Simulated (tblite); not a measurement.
Geometry relaxation, with input and output: C4H8ClGeO (part 4 of 4)

Continued. System: C4H8ClGeO, multiplicity 2. Method: GFN2-xTB geometry optimisation, gas phase (tblite 0.8.0). It belongs to a series of runs on one base structure; here: H removed from Ge.

Geometry of the input (Å):
```
C  0.4397  -1.5316  -0.0400
C  -0.0999  -0.0838  -0.1282
C  1.0799  0.8962  0.0383
C  -0.7927  0.1428  -1.4480
O  -1.7578  -0.5450  -1.7503
Ge -1.3777  0.2098  1.3359
Cl -2.1889  2.2154  1.2070
H  0.9598  -1.6949  0.9310
H  -0.4007  -2.2595  -0.1131
H  1.1419  -1.7298  -0.8620
H  0.7008  1.9458  -0.0197
H  1.5736  0.7533  1.0153
H  1.8141  0.7507  -0.7630
H  -0.4392  0.9024  -2.1266
H  -0.6574  0.0362  2.7016
```

## Trajectory as extended XYZ, continued
```
15
Properties=species:S:1:pos:R:3:forces:R:3 step=65 energy=-631.11556
C     0.4553   -1.5708   -0.0874    0.0030  -0.0050   0.0040
C     0.0407   -0.1436   -0.3063    0.0050  -0.0030   0.0010
C     1.0788    0.8833    0.0171    0.0030   0.0020  -0.0010
C    -0.8708    0.1059   -1.4065    0.0060   0.0090   0.0030
O    -1.6749   -0.6971   -1.8346   -0.0080   0.0000  -0.0080
Ge   -1.5476    0.1618    1.3511    0.0030  -0.0100   0.0070
Cl   -2.0381    2.2528    1.2648    0.0050   0.0080  -0.0110
H     0.7050   -1.7411    0.9617    0.0090  -0.0060   0.0000
H    -0.3480   -2.2413   -0.3876    0.0060  -0.0010   0.0020
H     1.3407   -1.8006   -0.6830   -0.0080  -0.0060  -0.0030
H     0.7399    1.8860   -0.2371   -0.0050  -0.0020  -0.0030
H     1.3120    0.8524    1.0856   -0.0080   0.0040   0.0010
H     2.0050    0.6755   -0.5224    0.0000  -0.0010  -0.0080
H    -0.8177    1.1299   -1.8251   -0.0020   0.0080   0.0100
H    -0.3849    0.2547    2.5877   -0.0110   0.0010   0.0070
15
Properties=species:S:1:pos:R:3:forces:R:3 step=66 energy=-631.11560
C     0.4553   -1.5709   -0.0874    0.0070  -0.0100   0.0030
C     0.0411   -0.1436   -0.3066    0.0030  -0.0110   0.0040
C     1.0788    0.8834    0.0173    0.0030  -0.0010  -0.0030
C    -0.8705    0.1059   -1.4066   -0.0070   0.0040   0.0020
O    -1.6748   -0.6969   -1.8350    0.0030   0.0040  -0.0030
Ge   -1.5476    0.1613    1.3509    0.0020  -0.0030   0.0070
Cl   -2.0374    2.2530    1.2643    0.0050   0.0030  -0.0110
H     0.7053   -1.7409    0.9619    0.0070  -0.0060  -0.0060
H    -0.3479   -2.2419   -0.3877    0.0090   0.0060   0.0060
H     1.3406   -1.8010   -0.6833   -0.0090  -0.0040   0.0000
H     0.7398    1.8861   -0.2374   -0.0040  -0.0020  -0.0020
H     1.3116    0.8527    1.0859   -0.0080   0.0050  -0.0030
H     2.0050    0.6753   -0.5222   -0.0010   0.0020  -0.0050
H    -0.8186    1.1303   -1.8238    0.0010   0.0130   0.0050
H    -0.3851    0.2552    2.5878   -0.0110   0.0000   0.0060
15
Properties=species:S:1:pos:R:3:forces:R:3 step=68 energy=-631.11573
C     0.4560   -1.5714   -0.0873    0.0100  -0.0080  -0.0020
C     0.0423   -0.1440   -0.3073   -0.0050  -0.0170   0.0030
C     1.0793    0.8836    0.0176   -0.0040  -0.0080  -0.0060
C    -0.8704    0.1062   -1.4061   -0.0290  -0.0080   0.0010
O    -1.6759   -0.6957   -1.8351    0.0250   0.0130   0.0080
Ge   -1.5481    0.1601    1.3502   -0.0040   0.0160   0.0040
Cl   -2.0353    2.2540    1.2607    0.0070  -0.0130  -0.0090
H     0.7088   -1.7395    0.9617    0.0050  -0.0100  -0.0130
H    -0.3472   -2.2434   -0.3858    0.0040   0.0130   0.0130
H     1.3391   -1.8032   -0.6857    0.0000  -0.0010   0.0020
H     0.7393    1.8861   -0.2365   -0.0010  -0.0050  -0.0030
H     1.3112    0.8525    1.0865   -0.0030   0.0040  -0.0080
H     2.0054    0.6760   -0.5227   -0.0020   0.0050   0.0030
H    -0.8204    1.1314   -1.8207    0.0060   0.0190   0.0000
H    -0.3882    0.2552    2.5886   -0.0080   0.0000   0.0070
15
Properties=species:S:1:pos:R:3:forces:R:3 step=69 energy=-631.11583
C     0.4568   -1.5720   -0.0873    0.0070  -0.0010  -0.0050
C     0.0428   -0.1447   -0.3073   -0.0090  -0.0110  -0.0020
C     1.0794    0.8835    0.0178   -0.0090  -0.0100  -0.0060
C    -0.8706    0.1066   -1.4055   -0.0300  -0.0090   0.0000
O    -1.6760   -0.6948   -1.8358    0.0300   0.0120   0.0120
Ge   -1.5485    0.1597    1.3497   -0.0080   0.0240   0.0010
Cl   -2.0336    2.2548    1.2571    0.0080  -0.0210  -0.0070
H     0.7129   -1.7381    0.9612    0.0050  -0.0150  -0.0120
H    -0.3470   -2.2443   -0.3829   -0.0040   0.0110   0.0160
H     1.3372   -1.8052   -0.6886    0.0100   0.0020   0.0010
H     0.7388    1.8861   -0.2353   -0.0020  -0.0080  -0.0050
H     1.3107    0.8520    1.0868    0.0020   0.0030  -0.0090
H     2.0053    0.6767   -0.5231   -0.0030   0.0050   0.0070
H    -0.8217    1.1327   -1.8182    0.0070   0.0170   0.0010
H    -0.3909    0.2550    2.5894   -0.0050   0.0010   0.0080
15
Properties=species:S:1:pos:R:3:forces:R:3 step=71 energy=-631.11610
C     0.4584   -1.5736   -0.0873   -0.0030   0.0120  -0.0110
C     0.0421   -0.1467   -0.3061   -0.0060   0.0130  -0.0110
C     1.0781    0.8826    0.0187   -0.0100  -0.0050   0.0000
C    -0.8713    0.1078   -1.4039   -0.0060   0.0010  -0.0040
O    -1.6716   -0.6940   -1.8416    0.0130   0.0020   0.0090
Ge   -1.5492    0.1604    1.3496   -0.0080   0.0170  -0.0030
Cl   -2.0286    2.2558    1.2474    0.0060  -0.0160  -0.0030
H     0.7253   -1.7359    0.9587    0.0060  -0.0210  -0.0060
H    -0.3478   -2.2462   -0.3733   -0.0220   0.0010   0.0150
H     1.3311   -1.8098   -0.6980    0.0250   0.0080  -0.0010
H     0.7375    1.8856   -0.2330   -0.0090  -0.0120  -0.0090
H     1.3085    0.8513    1.0877    0.0140  -0.0010  -0.0040
H     2.0038    0.6777   -0.5232   -0.0010  -0.0010   0.0120
H    -0.8249    1.1375   -1.8100    0.0030  -0.0020   0.0090
H    -0.3958    0.2555    2.5924   -0.0020   0.0040   0.0060
15
Properties=species:S:1:pos:R:3:forces:R:3 step=72 energy=-631.11621
C     0.4587   -1.5740   -0.0876   -0.0050   0.0090  -0.0100
C     0.0412   -0.1474   -0.3053    0.0000   0.0150  -0.0080
C     1.0769    0.8821    0.0193   -0.0040   0.0010   0.0020
C    -0.8715    0.1084   -1.4035    0.0080   0.0030  -0.0050
O    -1.6679   -0.6945   -1.8457    0.0010  -0.0010   0.0040
Ge   -1.5494    0.1612    1.3503   -0.0030   0.0030  -0.0020
Cl   -2.0262    2.2556    1.2437    0.0020  -0.0030  -0.0020
H     0.7302   -1.7363    0.9572    0.0050  -0.0160  -0.0040
H    -0.3487   -2.2469   -0.3692   -0.0230  -0.0010   0.0100
H     1.3287   -1.8110   -0.7019    0.0220   0.0110  -0.0010
H     0.7368    1.8850   -0.2332   -0.0130  -0.0100  -0.0090
H     1.3072    0.8518    1.0882    0.0150  -0.0020  -0.0010
H     2.0025    0.6773   -0.5225    0.0020  -0.0040   0.0120
H    -0.8264    1.1400   -1.8057   -0.0020  -0.0100   0.0100
H    -0.3965    0.2567    2.5940   -0.0030   0.0040   0.0040
15
Properties=species:S:1:pos:R:3:forces:R:3 step=74 energy=-631.11634
C     0.4587   -1.5743   -0.0884   -0.0010  -0.0040  -0.0030
C     0.0405   -0.1476   -0.3052    0.0060  -0.0010   0.0070
C     1.0756    0.8817    0.0197    0.0060   0.0050   0.0020
C    -0.8717    0.1091   -1.4032    0.0120  -0.0010   0.0010
O    -1.6640   -0.6953   -1.8497   -0.0080   0.0000  -0.0030
Ge   -1.5495    0.1619    1.3514    0.0050  -0.0110   0.0000
Cl   -2.0235    2.2550    1.2407   -0.0040   0.0130  -0.0020
H     0.7326   -1.7386    0.9556    0.0020  -0.0030  -0.0060
H    -0.3500   -2.2475   -0.3670   -0.0100   0.0050   0.0000
H     1.3287   -1.8109   -0.7038    0.0020   0.0110  -0.0010
H     0.7355    1.8838   -0.2356   -0.0110  -0.0020  -0.0050
H     1.3061    0.8534    1.0887    0.0080  -0.0020   0.0000
H     2.0018    0.6758   -0.5205    0.0060  -0.0030   0.0070
H    -0.8290    1.1427   -1.8004   -0.0080  -0.0090   0.0030
H    -0.3962    0.2590    2.5958   -0.0050   0.0030   0.0000
15
Properties=species:S:1:pos:R:3:forces:R:3 step=75 energy=-631.11638
C     0.4588   -1.5744   -0.0889    0.0020  -0.0080   0.0000
C     0.0409   -0.1477   -0.3054    0.0060  -0.0080   0.0110
C     1.0757    0.8817    0.0197    0.0070   0.0020   0.0020
C    -0.8717    0.1092   -1.4030    0.0100   0.0000   0.0060
O    -1.6643   -0.6949   -1.8494   -0.0090  -0.0040  -0.0050
Ge   -1.5497    0.1616    1.3514    0.0050  -0.0090   0.0000
Cl   -2.0226    2.2550    1.2396   -0.0040   0.0120  -0.0020
H     0.7326   -1.7394    0.9552    0.0000   0.0000  -0.0070
H    -0.3502   -2.2476   -0.3671   -0.0010   0.0080  -0.0040
H     1.3297   -1.8105   -0.7035   -0.0070   0.0090  -0.0010
H     0.7349    1.8833   -0.2367   -0.0060   0.0000  -0.0030
H     1.3063    0.8538    1.0887    0.0040   0.0000   0.0000
H     2.0022    0.6754   -0.5199    0.0060  -0.0010   0.0040
H    -0.8300    1.1431   -1.7989   -0.0070  -0.0040  -0.0010
H    -0.3970    0.2594    2.5964   -0.0050   0.0030  -0.0010
15
Properties=species:S:1:pos:R:3:forces:R:3 step=77 energy=-631.11642
C     0.4592   -1.5750   -0.0893    0.0010  -0.0020   0.0030
C     0.0416   -0.1482   -0.3053    0.0000  -0.0050   0.0050
C     1.0761    0.8817    0.0198    0.0010  -0.0030   0.0010
C    -0.8716    0.1092   -1.4024   -0.0030  -0.0050   0.0040
O    -1.6646   -0.6944   -1.8494    0.0020  -0.0020   0.0030
Ge   -1.5494    0.1612    1.3511   -0.0010   0.0030  -0.0020
Cl   -2.0218    2.2558    1.2377   -0.0020   0.0010   0.0000
H     0.7338   -1.7397    0.9544    0.0010  -0.0020  -0.0020
H    -0.3508   -2.2475   -0.3666    0.0050   0.0070  -0.0070
H     1.3300   -1.8103   -0.7043   -0.0100   0.0020  -0.0050
H     0.7338    1.8827   -0.2373    0.0020  -0.0020   0.0000
H     1.3066    0.8539    1.0887    0.0010   0.0030   0.0020
H     2.0030    0.6753   -0.5190    0.0040   0.0020   0.0000
H    -0.8316    1.1435   -1.7968   -0.0010   0.0010  -0.0020
H    -0.3987    0.2598    2.5968   -0.0020   0.0030   0.0000
15
Properties=species:S:1:pos:R:3:forces:R:3 step=78 energy=-631.11643
C     0.4593   -1.5752   -0.0894    0.0000   0.0020   0.0020
C     0.0416   -0.1485   -0.3049   -0.0020   0.0010   0.0000
C     1.0760    0.8816    0.0200    0.0000  -0.0030   0.0010
C    -0.8716    0.1090   -1.4022   -0.0050  -0.0040   0.0010
O    -1.6640   -0.6947   -1.8501    0.0060  -0.0010   0.0060
Ge   -1.5492    0.1614    1.3510   -0.0020   0.0050  -0.0020
Cl   -2.0217    2.2562    1.2371   -0.0010  -0.0020   0.0000
H     0.7348   -1.7397    0.9540    0.0020  -0.0050   0.0010
H    -0.3511   -2.2473   -0.3660    0.0030   0.0030  -0.0070
H     1.3293   -1.8104   -0.7052   -0.0060   0.0000  -0.0060
H     0.7335    1.8825   -0.2372    0.0030  -0.0030   0.0010
H     1.3065    0.8538    1.0890    0.0020   0.0040   0.0020
H     2.0031    0.6754   -0.5186    0.0020   0.0020   0.0000
H    -0.8322    1.1437   -1.7962    0.0000  -0.0020   0.0000
H    -0.3989    0.2600    2.5968   -0.0010   0.0030   0.0010
```

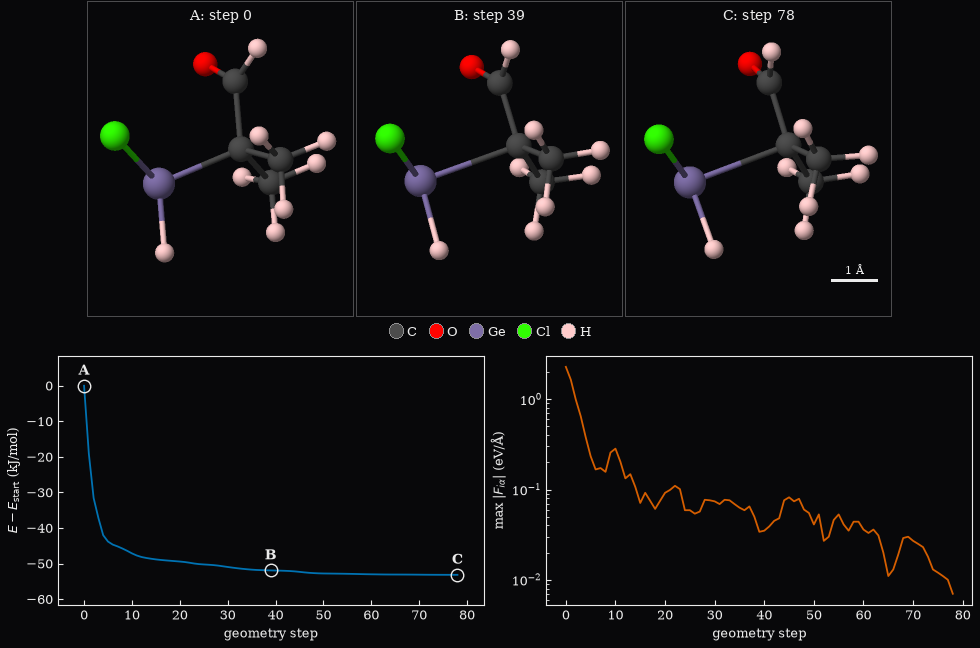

Figure 1. Frames of the relaxation (ball-and-stick view, seen at a tilt) above the curves, on which the letters mark them (steps are counted from 0).

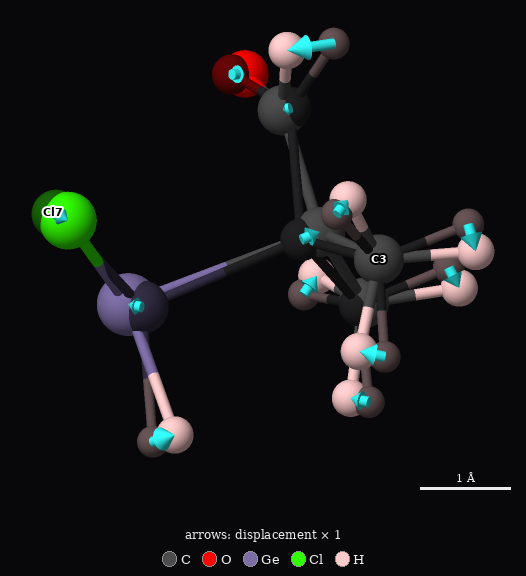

Figure 2. Start (faint) and end (solid) with the displacements as teal arrows, at true length (ball-and-stick view, seen at a tilt). The two geometries are laid on each other by the best rigid fit. The atom that moves furthest after the best rigid fit is H14 (0.57 Å). Largest moves by element: H 0.57 Å, C 0.24 Å, O 0.20 Å, Ge 0.18 Å, Cl 0.17 Å. Among the contacts that change: C2–Ge6 1.965 → 2.317 Å, Ge6–H15 1.554 → 1.699 Å, C2–C4 1.508 → 1.451 Å, C2–C3 1.543 → 1.496 Å. Among the angles that change: C2–Ge6–H15 109.7° → 93.8°, C4–C2–Ge6 109.3° → 94.9°, Cl7–Ge6–H15 109.2° → 97.5°. The energy falls by 53.2 kJ/mol in 78 geometry steps. The largest force component goes from 2.3 to 0.007 eV/Å. (Atoms are counted from 1 in the order of the input.)

## Key numbers

| quantity | value |
| --- | --- |
| outcome | converged |
| total energy | −631.1164 eV |
| hardware | 1 CPU thread, shared host |
| peak memory | 0.24 GiB |
